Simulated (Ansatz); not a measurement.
## AlH$_{2}$Cl$_{2}$F: phonon calculation

- system: AlH$_{2}$Cl$_{2}$F
- method: UKS r2SCANh/def2-SVP (Ansatz 0.2.0)

It belongs to a series of runs on one base structure; here: vibrations at the highest image of the band. Figures and captions count atoms from 1; the log counts them from 0 in places.

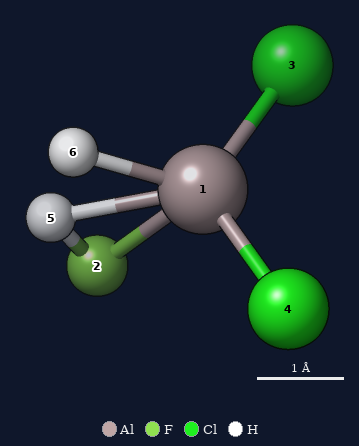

Figure 1. The structure as given in the input (ball-and-stick view, seen at a tilt; atoms are numbered from 1 in the order of the input). Sticks mark near contacts. Bond lengths as drawn: Al–Cl 2.09 Å, Al–F 1.91 Å, Al–H 1.66 to 1.87 Å and F–H 1.05 Å.

Key numbers:

| quantity | value |
| --- | --- |
| outcome | converged |
| total energy | −34380.0028 eV |
| mean-field energy | −34380.0028 eV |
| largest force (length of the vector) | 0.007 eV/Å |
| hardware | 2 threads of Intel Xeon (Sapphire Rapids), 16 GiB of memory available, shared host |
| wall time | 67 s (CPU time 2.2 min) |
| peak memory | 0.28 GiB |

Input file:
```yaml
crystal:
  periodic: [false, false, false]
  atoms:
    - { symbol: Al, position_ang: [0.296253, -0.342025, 0.096701] }
    - { symbol: F, position_ang: [-1.407992, 0.518876, -0.046686] }
    - { symbol: Cl, position_ang: [0.413744, -1.900566, -1.28808] }
    - { symbol: Cl, position_ang: [0.771614, -0.644312, 2.107137] }
    - { symbol: H, position_ang: [-0.667218, 1.187193, -0.371581] }
    - { symbol: H, position_ang: [0.593598, 1.180833, -0.497392] }
magnetization:
  spin_polarized: true
basis:
  gaussian: { orbitals: def2-SVP }
hamiltonian:
  xc: r2scanh
phonons: {}
```

Launch command:
```bash
ansatz run input.yaml --threads 2 --pin off --max-ram 3072MiB --backend cpu --events-out ev --progress --plain --runs-dir out
```

What the program printed:
```
Engine: ansatz 0.2.0, x86_64-unknown-linux-gnu
Functional definition: r2SCANh
  parameter a = 0.1
  parameter k0 = 0.174
  parameter k1 = 0.065
  parameter a1 = 4.9479
  exchange = (1 - a)*r2scan_x(k0 = k0, k1 = k1, a1 = a1) + a*exact_x
  correlation = r2scan_c
765 factors; integrals over basis functions are off by at most 2.5e-4 eV
mean field evaluation 1: about -34378.9116 eV, gradient 1.8e1 eV
mean field evaluation 2: about -34378.1044 eV, gradient 2.4e1 eV
mean field evaluation 4: about -34379.9995 eV, gradient 5.9e-1 eV
mean field evaluation 8: about -34380.0028 eV, gradient 4.2e-3 eV
mean field -34380.00280931 eV, -1263.4417996392 hartree, gradient 2.0e-5 eV, S^2 0.000000; 0 other end points of the search recorded, 0 dependent functions left out
the calculation of the forces begins
reference -34380.00281976 eV, -1263.4418000233 hartree; 29, 29 occupied and 49, 49 virtual orbitals, 765 factors
these checks for a lower state are left out or cut short: stability, starts, cluster_reference, orbital_swaps, neighbouring_geometries, increment
765 factors; integrals over basis functions are off by at most 2.5e-4 eV
mean field evaluation 16: about -34380.0028 eV, gradient 8.2e-2 eV
mean field -34380.00278265 eV, -1263.4417986595 hartree, gradient 1.5e-6 eV, S^2 0.000000; 0 other end points of the search recorded, 0 dependent functions left out
[... from here on the field's lines of each further geometry are left out, up to the last ...]
the calculation of the forces begins
reference -34380.00280345 eV, -1263.4417994239 hartree; 29, 29 occupied and 49, 49 virtual orbitals, 765 factors
these checks for a lower state are left out or cut short: stability, starts, cluster_reference, orbital_swaps, neighbouring_geometries, increment
765 factors; integrals over basis functions are off by at most 2.5e-4 eV
mean field -34380.00280474 eV, -1263.4417994714 hartree, gradient 7.5e-7 eV, S^2 0.000000; 0 other end points of the search recorded, 0 dependent functions left out
the calculation of the forces begins
reference -34380.00281520 eV, -1263.4417998555 hartree; 29, 29 occupied and 49, 49 virtual orbitals, 765 factors
WARN: phonons: modes at or below zero, which the zero-point energy, F, S and C_V leave out: 1, the lowest at -482.44 cm⁻¹. A minimum has none, and a first-order saddle one
Total energy: -34380.00281976 eV, -1263.4418000233 hartree
Atom 0 at     0.296253    -0.342025     0.096701 Å, force     0.001185     0.000479    -0.006551 eV/Å
Atom 1 at    -1.407992     0.518876    -0.046686 Å, force     0.002730     0.003676    -0.000398 eV/Å
Atom 2 at     0.413744    -1.900566    -1.288080 Å, force     0.001105    -0.000139     0.000514 eV/Å
Atom 3 at     0.771614    -0.644312     2.107137 Å, force    -0.001340     0.000022     0.003762 eV/Å
Atom 4 at    -0.667218     1.187193    -0.371581 Å, force    -0.004652    -0.002276     0.005025 eV/Å
Atom 5 at     0.593598     1.180833    -0.497392 Å, force     0.000972    -0.001761    -0.002352 eV/Å
Dipole moment:    -0.118958     0.406520    -0.137316 e Å
Vibrations: -482.44 142.70 147.54 241.98 472.80 488.91 630.02 681.97 1098.27 1187.11 1726.40 2328.47 cm⁻¹, zero-point energy 0.566990 eV
```

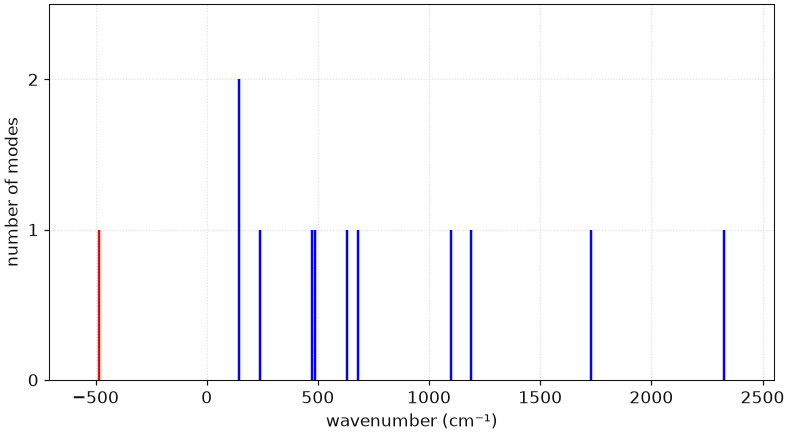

Figure 2. Harmonic vibrational wavenumbers from the force constants; neighbouring modes closer than 13 cm⁻¹ are counted in one stick, and imaginary ones are drawn at negative wavenumbers. 12 modes from 482i to 2328 cm⁻¹, 1 imaginary beyond 8i (482i cm⁻¹): a first-order saddle point, if the geometry is stationary.
